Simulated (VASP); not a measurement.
# InSe: GW quasiparticle gap

Aim: the quasiparticle gap of InSe, and what it costs to get it. The cell has space group R3m. The start is a cell from a database of measured crystal structures.

Calculated with VASP 6.6.1; LDA; plane waves and PAW (In_d, Se), in the first sound run; inputs show where later runs differ.

The database entry behind the starting cell differs from later determinations by our own check (c about 1.5 % long), so it need not match the best structure at ambient conditions.

**1. Set-up**

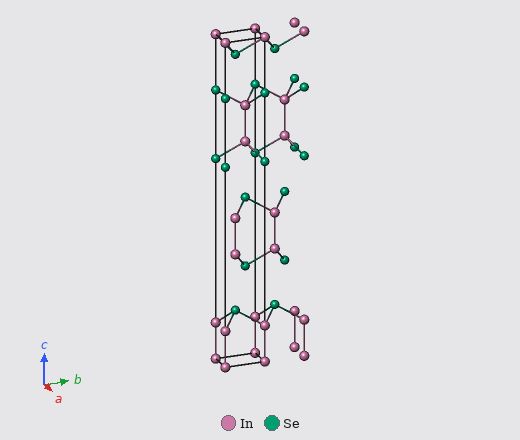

The starting structure, seen slightly off an axis (indium pink, selenium teal). 1×2×1 cells are drawn. This picture shows the conventional cell, with its axes. Bonds to atoms that aren't drawn are left out. Some periodic images of atoms are drawn too.

Coordinates:

```xyz
4
Lattice="2.0000 1.1547 8.4400 -2.0000 1.1547 8.4400 0.0000 -2.3094 8.4400" Properties=species:S:1:pos:R:3 pbc="T T T"
In    0.0000    0.0000   22.4994
In    0.0000    0.0000    0.0000
Se    0.0000    0.0000    4.3525
Se    0.0000    0.0000    9.7102
```

**2. Relaxation**

The atoms are relaxed first inside the given cell, which is kept (ISIF = 2), since band edges depend on the positions.

The input, INCAR:

```
SYSTEM = InSe
PREC = Accurate
ENCUT = 400
EDIFF = 1E-06
NELM = 100
ISMEAR = 0
SIGMA = 0.05
LREAL = .FALSE.
ALGO = Normal
GGA = CA
NBANDS = 25
LWAVE = .FALSE.
LCHARG = .FALSE.
KPAR = 8
IBRION = 2
NSW = 60
ISIF = 2
EDIFFG = -0.01
```

The input, POSCAR:

```
InSe
1.0
    2.0000000000      1.1547005384      8.4400000000
   -2.0000000000      1.1547005384      8.4400000000
    0.0000000000     -2.3094010768      8.4400000000
In Se
2 2
Direct
    0.8886000000      0.8886000000      0.8886000000
    0.0000000000      0.0000000000      0.0000000000
    0.1719000000      0.1719000000      0.1719000000
    0.3835000000      0.3835000000      0.3835000000
```

The input, KPOINTS:

```
Automatic mesh
0
Gamma
6 6 6
0 0 0
```

Potentials, in the order of the species: In_d and Se (PBE family, release 64).

Launch:

```bash
mpirun -np 8 vasp_std
```

The program printed:

```text
[banner, memory and clock lines left out]
running    8 mpi-ranks, on    1 nodes
 distrk:  each k-point on    1 cores,    8 groups
 distr:  one band on    1 cores,    1 groups

 POSCAR found type information on POSCAR InSe
 POSCAR found :  2 types and       4 ions
|                                                                             |
|           W    W    AA    RRRRR   N    N  II  N    N   GGGG   !!!           |
|           W    W   A  A   R    R  NN   N  II  NN   N  G    G  !!!           |
|           W    W  A    A  R    R  N N  N  II  N N  N  G       !!!           |
|           W WW W  AAAAAA  RRRRR   N  N N  II  N  N N  G  GGG   !            |
|           WW  WW  A    A  R   R   N   NN  II  N   NN  G    G                |
|           W    W  A    A  R    R  N    N  II  N    N   GGGG   !!!           |
|                                                                             |
|     For optimal performance we recommend to set                             |
|       NCORE = 2 up to number-of-cores-per-socket                            |
|     NCORE specifies how many cores store one orbital (NPAR=cpu/NCORE).      |
|     This setting can greatly improve the performance of VASP for DFT.       |
|     The default, NCORE=1 might be grossly inefficient on modern             |
|     multi-core architectures or massively parallel machines. Do your        |
|     Unfortunately you need to use the default for GW and RPA                |
|     calculations (for HF NCORE is supported but not extensively tested      |
|     yet).                                                                   |
|                                                                             |

|                                                                             |
|               ----> ADVICE to this user running VASP <----                  |
|                                                                             |
|     You enforced a specific xc type in the INCAR file but a different       |
|     [... a line on the potential file left out ...]
|     I HOPE YOU KNOW WHAT YOU ARE DOING!                                     |
|                                                                             |

 LDA part: xc-table for (Slater(with rela. corr.)+CA(PZ))
 , standard interpolation
 POSCAR, INCAR and KPOINTS ok, starting setup
 FFT: planning ... GRIDC
 FFT: planning ... GRID_SOFT
 FFT: planning ... GRID
 WAVECAR not read
 entering main loop
       N       E                     dE             d eps       ncg     rms          rms(c)
DAV:   1     0.305559101302E+03    0.30556E+03   -0.15095E+04  1600   0.139E+03
DAV:   2     0.169908845987E+02   -0.28857E+03   -0.28272E+03  1642   0.359E+02
DAV:   3    -0.160043253820E+02   -0.32995E+02   -0.32597E+02  2116   0.139E+02
DAV:   4    -0.172379422600E+02   -0.12336E+01   -0.12318E+01  1792   0.297E+01
DAV:   5    -0.172975289133E+02   -0.59587E-01   -0.59581E-01  2687   0.582E+00    0.675E+00
DAV:   6    -0.167840352086E+02    0.51349E+00   -0.11360E+00  2176   0.193E+01    0.391E+00
DAV:   7    -0.167408104002E+02    0.43225E-01   -0.36481E-01  2281   0.521E+00    0.109E+00
DAV:   8    -0.167355194680E+02    0.52909E-02   -0.32244E-02  2460   0.204E+00    0.681E-01
DAV:   9    -0.167343801562E+02    0.11393E-02   -0.48595E-03  1855   0.476E-01    0.138E-01
DAV:  10    -0.167344003908E+02   -0.20235E-04   -0.29521E-04  2287   0.138E-01    0.858E-02
DAV:  11    -0.167344155335E+02   -0.15143E-04   -0.54925E-05  2104   0.929E-02    0.295E-02
DAV:  12    -0.167344116342E+02    0.38994E-05   -0.12176E-05  2395   0.456E-02    0.110E-02
DAV:  13    -0.167344119180E+02   -0.28381E-06   -0.16759E-06  1230   0.110E-02
   1 F= -.16734412E+02 E0= -.16734411E+02  d E =-.167344E+02
 curvature:   0.00 expect dE= 0.000E+00 dE for cont linesearch  0.000E+00
 trial: gam= 0.00000 g(F)=  0.657E-02 g(S)=  0.000E+00 ort = 0.000E+00 (trialstep = 0.100E+01)
 search vector abs. value=  0.657E-02
 bond charge predicted
       N       E                     dE             d eps       ncg     rms          rms(c)
DAV:   1    -0.167350003836E+02   -0.58875E-03   -0.16961E+00  1906   0.673E+00    0.338E-01
DAV:   2    -0.167388618693E+02   -0.38615E-02   -0.39929E-02  2298   0.165E+00    0.959E-02
DAV:   3    -0.167388710911E+02   -0.92218E-05   -0.39685E-04  2117   0.182E-01    0.831E-02
DAV:   4    -0.167388632315E+02    0.78596E-05   -0.56267E-05  2308   0.727E-02    0.287E-02
DAV:   5    -0.167388627576E+02    0.47390E-06   -0.48061E-06  1578   0.196E-02
   2 F= -.16738863E+02 E0= -.16738863E+02  d E =-.445084E-02
[...]
3 F= -.16739464E+02 E0= -.16739464E+02  d E =-.505178E-02
[...]
4 F= -.16741086E+02 E0= -.16741086E+02  d E =-.162205E-02
[...]
5 F= -.16743142E+02 E0= -.16743142E+02  d E =-.367868E-02
 curvature:  -2.64 expect dE=-0.149E-03 dE for cont linesearch -0.104E-03
 ZBRENT: extrapolating
 opt :   4.5135  next Energy=   -16.743253 (dE=-0.379E-02)
 bond charge predicted
       N       E                     dE             d eps       ncg     rms          rms(c)
DAV:   1    -0.167428618408E+02    0.28031E-03   -0.84320E-02  1621   0.156E+00    0.112E-01
DAV:   2    -0.167432503373E+02   -0.38850E-03   -0.43085E-03  1931   0.479E-01    0.304E-02
DAV:   3    -0.167432500604E+02    0.27691E-06   -0.85699E-05  2401   0.681E-02    0.286E-02
DAV:   4    -0.167432483555E+02    0.17049E-05   -0.75590E-06  1567   0.175E-02    0.157E-02
DAV:   5    -0.167432478930E+02    0.46252E-06   -0.18273E-06  1237   0.103E-02
   6 F= -.16743248E+02 E0= -.16743248E+02  d E =-.378420E-02
 curvature:  -2.80 expect dE=-0.203E-04 dE for cont linesearch -0.217E-06
 trial: gam=-0.00114 g(F)=  0.723E-05 g(S)=  0.000E+00 ort =-0.127E-04 (trialstep = 0.178E+01)
 search vector abs. value=  0.726E-05
 reached required accuracy - stopping structural energy minimisation
```

Run time: 1.9 min. Hardware: 8 MPI ranks of Intel Xeon Platinum 8488C (Sapphire Rapids), shared host; peak memory 3.4 GiB.

The logs omit lines about the potential files and the build; timing stands in the text.

Parts of OUTCAR (step 2):

```text
ion  position               nearest neighbor table
   1  0.889  0.889  0.889-   3 2.63   3 2.63   3 2.63   2 2.82
   2  0.000  0.000  0.000-   4 2.64   4 2.64   4 2.64   1 2.82
   3  0.172  0.172  0.172-   1 2.63   1 2.63   1 2.63
   4  0.383  0.383  0.383-   2 2.64   2 2.64   2 2.64

  LATTYP: Found a trigonal (rhomboedric) cell.
 ALAT       =     8.7502533297
 COS(alpha) =     0.8955162542

 Subroutine GETGRP returns: Found  6 space group operations
 (whereof  6 operations were pure point group operations)

The static configuration has the point symmetry C_3v.

 Found     32 irreducible k-points:

   k-points           NKPTS =     32   k-points in BZ     NKDIM =     32   number of bands    NBANDS=     25

   dimension x,y,z NGX =    60 NGY =   60 NGZ =   60
   dimension x,y,z NGXF=   120 NGYF=  120 NGZF=  120

   ENCUT  =  400.0 eV  29.40 Ry    5.42 a.u.  14.27 14.27 14.27*2*pi/ulx,y,z

   NELECT =      38.0000    total number of electrons

 k-points in reciprocal lattice and weights: Automatic mesh
   0.00000000  0.00000000  0.00000000       0.005
   0.16666667 -0.00000000  0.00000000       0.028
   0.33333333 -0.00000000  0.00000000       0.028
   0.50000000 -0.00000000  0.00000000       0.014
   0.16666667  0.16666667  0.00000000       0.028
   0.33333333  0.16666667  0.00000000       0.056
   0.50000000  0.16666667  0.00000000       0.056
  -0.33333333  0.16666667 -0.00000000       0.056
  -0.16666667  0.16666667  0.00000000       0.028
[...]
-0.33333333  0.50000000  0.33333333       0.028
   0.50000000  0.50000000  0.50000000       0.005

 average (electrostatic) potential at core
       1 -97.0579       2 -97.0614       3 -54.0277       4 -54.0326

 E-fermi :   3.9363

 k-point     1 :       0.0000    0.0000    0.0000
  band No.  band energies     occupation
    ...
     15       2.2445      2.00000
     16       2.5180      2.00000
     17       2.5180      2.00000
     18       2.5829      2.00000
     19       2.5829      2.00000
     20       5.3363      0.00000
     21       5.7406      0.00000
     22       8.0414      0.00000
     23       8.0414      0.00000
     24       9.0826      0.00000
    ...

 k-point     2 :       0.1667   -0.0000    0.0000
  band No.  band energies     occupation
    ...
     15       1.0392      2.00000
     16       1.9371      2.00000
     17       2.1895      2.00000
     18       2.2941      2.00000
     19       2.7262      2.00000
     20       5.8562      0.00000
     21       6.3865      0.00000
     22       7.3991      0.00000
     23       8.2892      0.00000
     24       8.2942      0.00000
    ...

 k-point     3 :       0.3333   -0.0000    0.0000
  band No.  band energies     occupation
    ...
     15      -0.0619      2.00000
     16       1.6660      2.00000
     17       1.6812      2.00000
     18       1.7669      2.00000
     19       2.5658      2.00000
     20       5.2015      0.00000
     21       5.7687      0.00000
     22       7.5076      0.00000
     23       7.9372      0.00000
     24       8.4829      0.00000
    ...

  Total       -0.6333137     -0.6333137     -0.7539718      0.0000000      0.0000000      0.0000000
  in kB       -8.6763365     -8.6763365    -10.3293418      0.0000000      0.0000000      0.0000000
  external PRESSURE =      -9.2273383 kB  Pullay stress =       0.0000000 kB

  energy-cutoff  :      400.00
  volume of cell :      116.95
      direct lattice vectors                 reciprocal lattice vectors
     2.000000000  1.154700538  8.440000000     0.250000000  0.144337567  0.039494471
    -2.000000000  1.154700538  8.440000000    -0.250000000  0.144337567  0.039494471
     0.000000000 -2.309401077  8.440000000     0.000000000 -0.288675135  0.039494471

 POSITION                                       TOTAL-FORCE (eV/Angst)
 -----------------------------------------------------------------------------------
      0.00000      0.00000     22.53058         0.000000      0.000000     -0.008942
      0.00000      0.00000     25.29120         0.000000     -0.000000     -0.002361
      0.00000      0.00000      4.38312         0.000000     -0.000000      0.006155
      0.00000      0.00000      9.67719         0.000000     -0.000000      0.005148
 -----------------------------------------------------------------------------------
    total drift:                                0.000000      0.000000     -0.000610

  FREE ENERGIE OF THE ION-ELECTRON SYSTEM (eV)
  ---------------------------------------------------
  free  energy   TOTEN  =       -16.7432478930 eV

  energy  without entropy=      -16.7432478380  energy(sigma->0) =      -16.74324787

 reached required accuracy - stopping structural energy minimisation

[... 3 further parts left out ...]
```

CONTCAR:

```
InSe
   1.00000000000000
     2.0000000000000000    1.1547005384000000    8.4399999999999995
    -2.0000000000000000    1.1547005384000000    8.4399999999999995
     0.0000000000000000   -2.3094010768000000    8.4399999999999995
  In              Se
     2     2
Direct
     0.8898331932587462    0.8898331932587462    0.8898331932587462
     0.9988626212918957    0.9988626212918957    0.9988626212918957
     0.1731088248335292    0.1731088248335292    0.1731088248335292
     0.3821953606158245    0.3821953606158245    0.3821953606158245
```

The PAW data sets were made with PBE, though LDA sets exist; this is a small mismatch. The run keeps the 6 symmetry operations of its start, so it cannot find a distortion of lower symmetry.

The steps of the relaxation:

| step | energy less that of the first step (eV) | largest force (eV/Å) |
| --- | --- | --- |
| 1 | 0.0000 | 0.2680 |
| 2 | -0.0045 | 0.0998 |
| 3 | -0.0051 | 0.1312 |
| 4 | -0.0067 | 0.0994 |
| 5 | -0.0087 | 0.0276 |
| 6 | -0.0088 | 0.0089 |

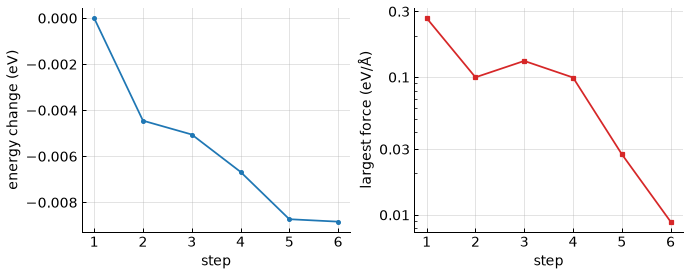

Energy and largest force along the relaxation.

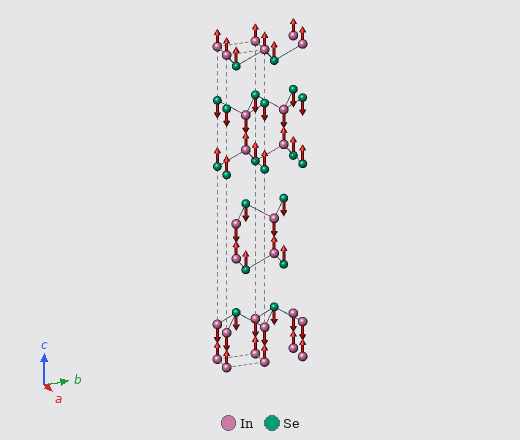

Displacements in the relaxation, exaggerated; the longest in the cell stands for 0.03 Å. Bonds to atoms that aren't drawn are left out. 1×2×1 conventional cells are drawn. Some periodic images of atoms are drawn too.

The atoms that moved most (Å):

```csv
atom,dx,dy,dz,length
Se4,0.000,0.000,-0.033,0.033
In1,0.000,0.000,0.031,0.031
Se3,0.000,0.000,0.031,0.031
In2,0.000,0.000,-0.029,0.029
```

The relaxed structure:

```xyz
4
Lattice="2.0000 1.1547 8.4400 -2.0000 1.1547 8.4400 0.0000 -2.3094 8.4400" Properties=species:S:1:pos:R:3 pbc="T T T"
In    0.0000    0.0000   22.5306
In    0.0000    0.0000   -0.0288
Se    0.0000    0.0000    4.3831
Se    0.0000    0.0000    9.6772
```

Numbers from this step:

```
free energy (TOTEN) : -16.74 eV
Fermi energy        : 3.936 eV
pressure            : -0.9227 GPa
```

At LDA, with these data sets, the largest force is down to 0.0089 eV/Å.

(Continued in part 2 of 4.)

[Lines on the potential files, build, host, timing and source positions are cut from VASP's logs without a mark.]

[Logs are printed without paths, hosts, clocks, repeated set-up lines and the standing remarks that a program may print on its own settings, such as how far it seeks lower states.]

[Hosts, paths, dates, database ids (printed as entryN), source tags and the programs' standing remarks are cut or masked in the printed files.]

[Pressures printed for these runs are not shown converged in the cutoff: they can be off by several GPa and have the wrong sign.]
